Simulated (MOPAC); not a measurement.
**Geometry relaxation, with input and output: Si$_{2}$H$_{4}$BrClO (part 2 of 3)**

The same run, continued: Si$_{2}$H$_{4}$BrClO; MNDOD, closed shell (MOPAC 23.2.5). The atoms were displaced at random from an optimised geometry.

Geometry of the input (Å):
```
O  -1.8731  -0.4378  0.1460
Si -0.5244  0.3590  0.5060
Si 1.2260  -0.4822  -0.7819
Cl -0.0823  0.1330  2.5249
Br -0.7804  2.5350  0.1706
H  -2.6885  -0.1982  0.6115
H  2.4576  0.2496  -0.4277
H  1.4047  -1.9173  -0.5149
H  0.9033  -0.2670  -2.2253
```

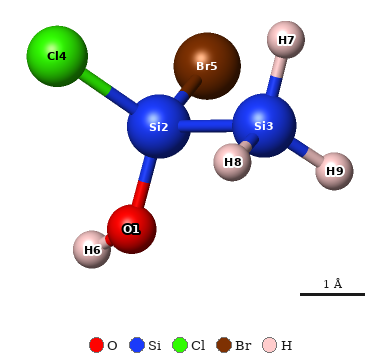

The geometry at step 21 of the log (ball-and-stick view, seen at a tilt; atoms are numbered from 1 in the order of the input).

Trajectory as extended XYZ, continued
```
9
Properties=species:S:1:pos:R:3:forces:R:3 step=4 energy=-4.95494
O    -1.9129   -0.4579    0.1446   -0.3012  -0.0538   0.0224
Si   -0.4724    0.3603    0.5301    0.4996  -0.0867  -0.3468
Si    1.2341   -0.4789   -0.8090    0.0919  -0.1719   1.3596
Cl   -0.0891    0.1212    2.5330    0.2050  -0.0239   0.2191
Br   -0.7834    2.5514    0.1598    0.1377   0.1093  -0.0661
H    -2.7291   -0.2272    0.5782   -0.1112  -0.2052  -0.1657
H     2.4220    0.2174   -0.4381   -0.2143  -0.0501  -0.0847
H     1.3915   -1.8706   -0.5037   -0.1151   0.3578  -0.0971
H     0.9017   -0.2721   -2.1238   -0.1923   0.1245  -0.8409
9
Properties=species:S:1:pos:R:3:forces:R:3 step=5 energy=-4.98364
O    -1.9255   -0.4633    0.1429    0.7974   0.1465  -0.0999
Si   -0.4611    0.3651    0.5163   -0.3832  -0.3475   0.0287
Si    1.2300   -0.4813   -0.7872   -0.0106   0.1128  -0.0093
Cl   -0.0823    0.1173    2.5337    0.1528   0.0125  -0.0833
Br   -0.7852    2.5542    0.1603    0.1524   0.0682  -0.0750
H    -2.7316   -0.2324    0.5736   -0.4846  -0.0431   0.0848
H     2.4184    0.2172   -0.4440   -0.1337  -0.0020   0.0083
H     1.3888   -1.8617   -0.5103   -0.0885   0.0596   0.0295
H     0.8978   -0.2689   -2.1503   -0.0020  -0.0069   0.1161
9
Properties=species:S:1:pos:R:3:forces:R:3 step=6 energy=-4.99179
O    -1.9175   -0.4590    0.1405   -0.2197   0.0631   0.1237
Si   -0.4658    0.3547    0.5234   -0.0803   0.1119  -0.1918
Si    1.2269   -0.4787   -0.7806   -0.0595   0.1333  -0.1422
Cl   -0.0785    0.1164    2.5258    0.1951  -0.0220   0.2326
Br   -0.7846    2.5575    0.1583    0.1768  -0.0995  -0.0403
H    -2.7407   -0.2376    0.5729    0.1303  -0.1966  -0.2305
H     2.4141    0.2163   -0.4460   -0.0587   0.0469   0.0516
H     1.3858   -1.8561   -0.5098   -0.0746  -0.0327   0.0603
H     0.8962   -0.2685   -2.1458   -0.0094  -0.0044   0.1366
9
Properties=species:S:1:pos:R:3:forces:R:3 step=7 energy=-4.99607
O    -1.9162   -0.4559    0.1430   -0.2495  -0.1408  -0.0641
Si   -0.4703    0.3531    0.5155    0.1772   0.2034   0.2601
Si    1.2253   -0.4739   -0.7823   -0.0006  -0.0375   0.0342
Cl   -0.0759    0.1149    2.5349    0.1313   0.0191  -0.1284
Br   -0.7826    2.5556    0.1566    0.1710  -0.0615  -0.0420
H    -2.7428   -0.2439    0.5633   -0.0626  -0.1320  -0.1120
H     2.4118    0.2174   -0.4434   -0.0408   0.0706   0.0486
H     1.3837   -1.8553   -0.5068   -0.0848   0.0526   0.0349
H     0.8957   -0.2683   -2.1396   -0.0412   0.0261  -0.0313
9
Properties=species:S:1:pos:R:3:forces:R:3 step=9 energy=-5.01019
O    -1.9199   -0.4613    0.1325    0.0894  -0.0239  -0.0092
Si   -0.4758    0.3587    0.5289   -0.0492  -0.0508  -0.0350
Si    1.2162   -0.4672   -0.7780    0.0033   0.0230   0.0499
Cl   -0.0635    0.1121    2.5348    0.1037   0.0105   0.0141
Br   -0.7763    2.5526    0.1515    0.1280   0.0375  -0.0266
H    -2.7564   -0.2662    0.5357   -0.0967  -0.0771  -0.0498
H     2.4029    0.2266   -0.4324   -0.0799   0.0407   0.0187
H     1.3736   -1.8461   -0.4971   -0.0701   0.0167   0.0266
H     0.8908   -0.2642   -2.1385   -0.0286   0.0233   0.0112
9
Properties=species:S:1:pos:R:3:forces:R:3 step=10 energy=-5.01940
O    -1.9211   -0.4673    0.1248    0.0298  -0.0007   0.0474
Si   -0.4847    0.3589    0.5358   -0.0940  -0.0745  -0.0940
Si    1.2062   -0.4584   -0.7702    0.0041  -0.0056   0.0031
Cl   -0.0493    0.1090    2.5349    0.0563   0.0149   0.0388
Br   -0.7685    2.5521    0.1464    0.0933   0.0505  -0.0039
H    -2.7736   -0.2926    0.5061    0.0435  -0.0530  -0.0600
H     2.3905    0.2372   -0.4217   -0.0634   0.0410   0.0155
H     1.3608   -1.8368   -0.4854   -0.0511   0.0063   0.0177
H     0.8845   -0.2588   -2.1335   -0.0185   0.0211   0.0355
9
Properties=species:S:1:pos:R:3:forces:R:3 step=11 energy=-5.02496
O    -1.9229   -0.4782    0.1172    0.0081  -0.0161   0.0443
Si   -0.4982    0.3570    0.5406   -0.0791  -0.0298  -0.0701
Si    1.1940   -0.4491   -0.7605    0.0297   0.0488   0.0071
Cl   -0.0308    0.1068    2.5344   -0.0157   0.0253   0.0040
Br   -0.7578    2.5538    0.1414    0.0502   0.0125   0.0253
H    -2.7936   -0.3278    0.4646    0.0999  -0.0022  -0.0200
H     2.3733    0.2541   -0.4051   -0.0697   0.0127  -0.0008
H     1.3434   -1.8235   -0.4694   -0.0118  -0.0671   0.0109
H     0.8763   -0.2504   -2.1235   -0.0116   0.0159  -0.0008
9
Properties=species:S:1:pos:R:3:forces:R:3 step=12 energy=-5.02580
O    -1.9233   -0.4823    0.1179    0.0439  -0.0313   0.0097
Si   -0.5013    0.3562    0.5388   -0.0506  -0.0100  -0.0373
Si    1.1926   -0.4470   -0.7584    0.0114  -0.0338  -0.0112
Cl   -0.0288    0.1080    2.5322   -0.0220   0.0230   0.0056
Br   -0.7551    2.5541    0.1421    0.0382   0.0116   0.0208
H    -2.7950   -0.3323    0.4593    0.0358   0.0090   0.0063
H     2.3693    0.2570   -0.4027   -0.0403   0.0232   0.0076
H     1.3406   -1.8245   -0.4659   -0.0111  -0.0034  -0.0042
H     0.8748   -0.2488   -2.1218   -0.0053   0.0117   0.0028
9
Properties=species:S:1:pos:R:3:forces:R:3 step=14 energy=-5.02683
O    -1.9221   -0.4936    0.1202    0.0276  -0.0207  -0.0181
Si   -0.5057    0.3552    0.5329    0.0315   0.0072   0.0230
Si    1.1917   -0.4484   -0.7579   -0.0177  -0.0172  -0.0052
Cl   -0.0294    0.1141    2.5279   -0.0256   0.0136   0.0007
Br   -0.7509    2.5561    0.1466    0.0171  -0.0029   0.0012
H    -2.7939   -0.3361    0.4559   -0.0189   0.0025   0.0153
H     2.3621    0.2633   -0.3976   -0.0235   0.0045   0.0035
H     1.3372   -1.8266   -0.4644    0.0029   0.0153  -0.0143
H     0.8732   -0.2457   -2.1204    0.0065  -0.0024  -0.0062
9
Properties=species:S:1:pos:R:3:forces:R:3 step=15 energy=-5.02708
O    -1.9209   -0.4974    0.1207    0.0000   0.0118   0.0052
Si   -0.5052    0.3548    0.5320    0.0183  -0.0012   0.0155
Si    1.1914   -0.4494   -0.7596   -0.0216  -0.0054   0.0007
Cl   -0.0320    0.1172    2.5277   -0.0188   0.0071   0.0076
Br   -0.7498    2.5565    0.1483    0.0138  -0.0107  -0.0056
H    -2.7922   -0.3354    0.4580    0.0140  -0.0123  -0.0046
H     2.3597    0.2644   -0.3968   -0.0167   0.0005   0.0002
H     1.3374   -1.8276   -0.4678    0.0049   0.0119  -0.0115
H     0.8735   -0.2455   -2.1219    0.0061  -0.0016  -0.0076
9
Properties=species:S:1:pos:R:3:forces:R:3 step=16 energy=-5.02724
O    -1.9199   -0.4992    0.1205   -0.0070   0.0253   0.0165
Si   -0.5045    0.3543    0.5324    0.0045  -0.0036   0.0045
Si    1.1906   -0.4495   -0.7612   -0.0179  -0.0002   0.0046
Cl   -0.0339    0.1192    2.5286   -0.0145   0.0028   0.0110
Br   -0.7489    2.5562    0.1489    0.0125  -0.0139  -0.0080
H    -2.7911   -0.3360    0.4585    0.0258  -0.0177  -0.0117
H     2.3575    0.2654   -0.3961   -0.0124  -0.0006  -0.0029
H     1.3376   -1.8276   -0.4714    0.0055   0.0055  -0.0076
H     0.8738   -0.2452   -2.1237    0.0035   0.0024  -0.0065
9
Properties=species:S:1:pos:R:3:forces:R:3 step=17 energy=-5.02744
O    -1.9180   -0.5010    0.1202   -0.0117   0.0291   0.0215
Si   -0.5036    0.3535    0.5340   -0.0085  -0.0056  -0.0065
Si    1.1886   -0.4487   -0.7638   -0.0086   0.0013   0.0063
Cl   -0.0367    0.1220    2.5310   -0.0092  -0.0032   0.0109
Br   -0.7470    2.5551    0.1492    0.0101  -0.0080  -0.0105
H    -2.7896   -0.3388    0.4577    0.0280  -0.0191  -0.0130
H     2.3535    0.2674   -0.3953   -0.0032   0.0003  -0.0065
H     1.3377   -1.8269   -0.4778    0.0059  -0.0047  -0.0006
H     0.8742   -0.2443   -2.1268   -0.0027   0.0099  -0.0016
9
Properties=species:S:1:pos:R:3:forces:R:3 step=19 energy=-5.02760
O    -1.9160   -0.5006    0.1202    0.0017  -0.0069  -0.0056
Si   -0.5031    0.3528    0.5370   -0.0003   0.0034  -0.0003
Si    1.1859   -0.4467   -0.7658    0.0055  -0.0072   0.0013
Cl   -0.0390    0.1227    2.5348   -0.0082  -0.0027  -0.0021
Br   -0.7446    2.5534    0.1474    0.0087   0.0063  -0.0069
H    -2.7889   -0.3458    0.4550   -0.0075  -0.0030   0.0088
H     2.3493    0.2707   -0.3967    0.0086   0.0023  -0.0020
H     1.3377   -1.8254   -0.4839    0.0047  -0.0040   0.0023
H     0.8738   -0.2403   -2.1291   -0.0132   0.0117   0.0045
9
Properties=species:S:1:pos:R:3:forces:R:3 step=20 energy=-5.02764
O    -1.9159   -0.5005    0.1205    0.0034  -0.0090  -0.0086
Si   -0.5031    0.3530    0.5371    0.0009   0.0035   0.0017
Si    1.1859   -0.4467   -0.7657    0.0055  -0.0055   0.0010
Cl   -0.0393    0.1223    2.5350   -0.0081  -0.0012  -0.0032
Br   -0.7445    2.5535    0.1471    0.0090   0.0046  -0.0058
H    -2.7888   -0.3467    0.4556   -0.0096  -0.0016   0.0102
H     2.3494    0.2711   -0.3975    0.0083   0.0010   0.0001
H     1.3380   -1.8256   -0.4840    0.0044  -0.0007   0.0009
H     0.8734   -0.2392   -2.1288   -0.0138   0.0088   0.0037
9
Properties=species:S:1:pos:R:3:forces:R:3 step=21 energy=-5.02774
O    -1.9154   -0.5009    0.1223   -0.0020  -0.0081  -0.0131
Si   -0.5029    0.3536    0.5377    0.0010  -0.0041   0.0054
Si    1.1860   -0.4465   -0.7658    0.0039   0.0091   0.0001
Cl   -0.0421    0.1204    2.5362   -0.0046   0.0065  -0.0036
Br   -0.7430    2.5541    0.1451    0.0094  -0.0056  -0.0004
H    -2.7877   -0.3526    0.4619   -0.0008   0.0014   0.0080
H     2.3498    0.2734   -0.4020    0.0072  -0.0073   0.0106
H     1.3399   -1.8263   -0.4865    0.0020   0.0159  -0.0061
H     0.8700   -0.2315   -2.1269   -0.0160  -0.0079  -0.0009
9
Properties=species:S:1:pos:R:3:forces:R:3 step=22 energy=-5.02778
O    -1.9154   -0.5013    0.1222    0.0004  -0.0045  -0.0103
Si   -0.5029    0.3533    0.5378   -0.0018  -0.0040   0.0022
Si    1.1859   -0.4462   -0.7661    0.0043   0.0087   0.0014
Cl   -0.0425    0.1208    2.5364   -0.0039   0.0052  -0.0023
Br   -0.7426    2.5540    0.1451    0.0088  -0.0062  -0.0008
H    -2.7873   -0.3529    0.4628   -0.0017   0.0002   0.0068
H     2.3497    0.2733   -0.4014    0.0069  -0.0062   0.0083
H     1.3400   -1.8259   -0.4877    0.0020   0.0119  -0.0044
H     0.8696   -0.2314   -2.1272   -0.0150  -0.0053  -0.0010
9
Properties=species:S:1:pos:R:3:forces:R:3 step=24 energy=-5.02799
O    -1.9156   -0.5039    0.1225   -0.0030   0.0096   0.0046
Si   -0.5033    0.3514    0.5398   -0.0068  -0.0046  -0.0071
Si    1.1845   -0.4419   -0.7682    0.0049   0.0042   0.0026
Cl   -0.0481    0.1226    2.5394    0.0007   0.0016   0.0034
Br   -0.7375    2.5521    0.1426    0.0016  -0.0054   0.0009
H    -2.7839   -0.3640    0.4761    0.0041  -0.0042  -0.0036
H     2.3488    0.2751   -0.3999    0.0031   0.0008  -0.0027
H     1.3428   -1.8222   -0.4993   -0.0005  -0.0046   0.0022
H     0.8611   -0.2218   -2.1269   -0.0041   0.0027  -0.0002
9
Properties=species:S:1:pos:R:3:forces:R:3 step=25 energy=-5.02801
O    -1.9161   -0.5031    0.1227   -0.0035  -0.0035  -0.0043
Si   -0.5039    0.3510    0.5404    0.0054  -0.0014   0.0041
Si    1.1845   -0.4403   -0.7680    0.0016  -0.0014  -0.0017
Cl   -0.0491    0.1220    2.5403   -0.0009   0.0038  -0.0009
Br   -0.7360    2.5513    0.1412    0.0000   0.0002   0.0030
H    -2.7837   -0.3691    0.4800   -0.0020   0.0012   0.0007
H     2.3496    0.2762   -0.4015    0.0012   0.0013   0.0002
H     1.3436   -1.8213   -0.5010   -0.0013   0.0025  -0.0014
H     0.8576   -0.2171   -2.1255   -0.0004  -0.0026   0.0002
9
Properties=species:S:1:pos:R:3:forces:R:3 step=26 energy=-5.02802
O    -1.9161   -0.5033    0.1225    0.0001  -0.0004  -0.0020
Si   -0.5038    0.3509    0.5402    0.0014  -0.0010   0.0010
Si    1.1846   -0.4406   -0.7681    0.0020  -0.0001   0.0000
Cl   -0.0489    0.1224    2.5401   -0.0006   0.0024   0.0002
Br   -0.7363    2.5514    0.1417    0.0003  -0.0012   0.0021
H    -2.7837   -0.3680    0.4792   -0.0029   0.0001   0.0003
H     2.3495    0.2759   -0.4011    0.0013   0.0012  -0.0009
H     1.3434   -1.8215   -0.5007   -0.0008  -0.0002  -0.0002
H     0.8583   -0.2183   -2.1259   -0.0009  -0.0008  -0.0004
9
Properties=species:S:1:pos:R:3:forces:R:3 step=27 energy=-5.02802
O    -1.9161   -0.5033    0.1223    0.0000   0.0003  -0.0006
Si   -0.5037    0.3508    0.5402    0.0004  -0.0008   0.0001
Si    1.1846   -0.4408   -0.7682    0.0015  -0.0001   0.0002
Cl   -0.0488    0.1227    2.5401   -0.0006   0.0014   0.0004
Br   -0.7364    2.5514    0.1419    0.0004  -0.0006   0.0013
H    -2.7838   -0.3675    0.4788   -0.0015  -0.0003  -0.0003
H     2.3495    0.2759   -0.4012    0.0012   0.0009  -0.0011
H     1.3433   -1.8216   -0.5006   -0.0003  -0.0006   0.0001
H     0.8585   -0.2188   -2.1260   -0.0010  -0.0002  -0.0001
9
Properties=species:S:1:pos:R:3:forces:R:3 step=29 energy=-5.02802
O    -1.9162   -0.5032    0.1220    0.0004  -0.0001   0.0006
Si   -0.5037    0.3505    0.5402   -0.0003   0.0005  -0.0001
Si    1.1847   -0.4408   -0.7684   -0.0002   0.0002   0.0002
Cl   -0.0490    0.1233    2.5402   -0.0007  -0.0004   0.0002
Br   -0.7362    2.5511    0.1421    0.0004   0.0006   0.0003
H    -2.7838   -0.3679    0.4789    0.0001  -0.0002  -0.0007
H     2.3496    0.2761   -0.4019    0.0006   0.0000  -0.0005
H     1.3433   -1.8216   -0.5009    0.0007   0.0000   0.0001
H     0.8581   -0.2187   -2.1261   -0.0010  -0.0005   0.0000
9
Properties=species:S:1:pos:R:3:forces:R:3 step=30 energy=-5.02802
O    -1.9162   -0.5032    0.1220    0.0004  -0.0005   0.0004
Si   -0.5037    0.3505    0.5402    0.0000   0.0005   0.0000
Si    1.1847   -0.4407   -0.7684   -0.0004   0.0003   0.0001
Cl   -0.0491    0.1233    2.5403   -0.0006  -0.0005   0.0001
Br   -0.7362    2.5511    0.1421    0.0003   0.0007   0.0003
H    -2.7838   -0.3681    0.4789    0.0003   0.0002  -0.0007
H     2.3497    0.2762   -0.4021    0.0003  -0.0002  -0.0001
H     1.3433   -1.8216   -0.5010    0.0007   0.0003   0.0001
H     0.8579   -0.2185   -2.1261   -0.0010  -0.0007  -0.0001
9
Properties=species:S:1:pos:R:3:forces:R:3 step=31 energy=-5.02802
O    -1.9162   -0.5033    0.1220    0.0004  -0.0006  -0.0005
Si   -0.5038    0.3505    0.5402    0.0008   0.0001   0.0004
Si    1.1848   -0.4408   -0.7684   -0.0006   0.0004  -0.0002
Cl   -0.0491    0.1233    2.5403   -0.0006  -0.0004  -0.0001
Br   -0.7362    2.5511    0.1422    0.0001   0.0007   0.0001
H    -2.7840   -0.3681    0.4785    0.0005   0.0004  -0.0003
H     2.3498    0.2763   -0.4027   -0.0002  -0.0006   0.0004
H     1.3434   -1.8216   -0.5008    0.0008   0.0010   0.0001
H     0.8578   -0.2188   -2.1261   -0.0012  -0.0010   0.0000
9
Properties=species:S:1:pos:R:3:forces:R:3 step=32 energy=-5.02802
O    -1.9161   -0.5034    0.1221    0.0005  -0.0004  -0.0008
Si   -0.5038    0.3505    0.5402    0.0010   0.0001   0.0003
Si    1.1848   -0.4407   -0.7685   -0.0005   0.0003  -0.0001
Cl   -0.0493    0.1234    2.5404   -0.0004  -0.0003  -0.0002
Br   -0.7361    2.5512    0.1422    0.0000   0.0001   0.0001
H    -2.7840   -0.3682    0.4783    0.0007   0.0005  -0.0001
H     2.3499    0.2763   -0.4030   -0.0007  -0.0005   0.0005
H     1.3435   -1.8216   -0.5009    0.0006   0.0009   0.0003
H     0.8575   -0.2189   -2.1261   -0.0013  -0.0007   0.0000
9
Properties=species:S:1:pos:R:3:forces:R:3 step=33 energy=-5.02802
O    -1.9159   -0.5038    0.1222    0.0007   0.0005  -0.0011
Si   -0.5037    0.3505    0.5403    0.0007  -0.0001  -0.0002
Si    1.1847   -0.4407   -0.7687    0.0002  -0.0003   0.0002
Cl   -0.0496    0.1235    2.5405    0.0001  -0.0003  -0.0001
Br   -0.7359    2.5512    0.1423   -0.0003  -0.0006   0.0001
H    -2.7839   -0.3683    0.4778    0.0010   0.0005   0.0000
H     2.3500    0.2762   -0.4036   -0.0013   0.0004   0.0001
H     1.3438   -1.8214   -0.5009    0.0001  -0.0002   0.0007
H     0.8569   -0.2193   -2.1263   -0.0012   0.0001   0.0002
9
Properties=species:S:1:pos:R:3:forces:R:3 step=35 energy=-5.02802
O    -1.9157   -0.5035    0.1217    0.0007   0.0005   0.0002
Si   -0.5035    0.3506    0.5403   -0.0005   0.0002  -0.0001
Si    1.1846   -0.4409   -0.7686    0.0005   0.0000   0.0007
Cl   -0.0493    0.1235    2.5404   -0.0003  -0.0006   0.0003
Br   -0.7362    2.5512    0.1425    0.0002   0.0006  -0.0001
H    -2.7837   -0.3676    0.4775   -0.0002  -0.0003  -0.0003
H     2.3498    0.2762   -0.4036    0.0001   0.0010  -0.0005
H     1.3438   -1.8214   -0.4999    0.0000  -0.0006  -0.0006
H     0.8567   -0.2199   -2.1262   -0.0005  -0.0008   0.0003
9
Properties=species:S:1:pos:R:3:forces:R:3 step=36 energy=-5.02802
O    -1.9155   -0.5036    0.1216    0.0003   0.0006   0.0001
Si   -0.5035    0.3506    0.5403   -0.0004   0.0001   0.0000
Si    1.1845   -0.4410   -0.7686    0.0007  -0.0001   0.0006
Cl   -0.0494    0.1235    2.5405   -0.0001  -0.0006   0.0003
Br   -0.7362    2.5513    0.1425    0.0002   0.0005  -0.0002
H    -2.7837   -0.3676    0.4769    0.0000  -0.0002  -0.0002
H     2.3499    0.2763   -0.4043   -0.0001   0.0011  -0.0002
H     1.3440   -1.8214   -0.4996   -0.0001  -0.0006  -0.0006
H     0.8562   -0.2204   -2.1262   -0.0005  -0.0008   0.0003
9
Properties=species:S:1:pos:R:3:forces:R:3 step=37 energy=-5.02803
O    -1.9148   -0.5039    0.1213   -0.0006   0.0005  -0.0004
Si   -0.5032    0.3508    0.5406    0.0004   0.0001  -0.0001
Si    1.1843   -0.4411   -0.7688    0.0010   0.0001   0.0001
Cl   -0.0498    0.1236    2.5409    0.0000  -0.0005  -0.0001
Br   -0.7362    2.5514    0.1428    0.0001   0.0000  -0.0002
H    -2.7835   -0.3675    0.4750    0.0002   0.0000   0.0005
H     2.3499    0.2768   -0.4067   -0.0006   0.0009   0.0005
H     1.3446   -1.8213   -0.4988   -0.0001  -0.0002  -0.0004
H     0.8543   -0.2219   -2.1262   -0.0003  -0.0008   0.0001
```
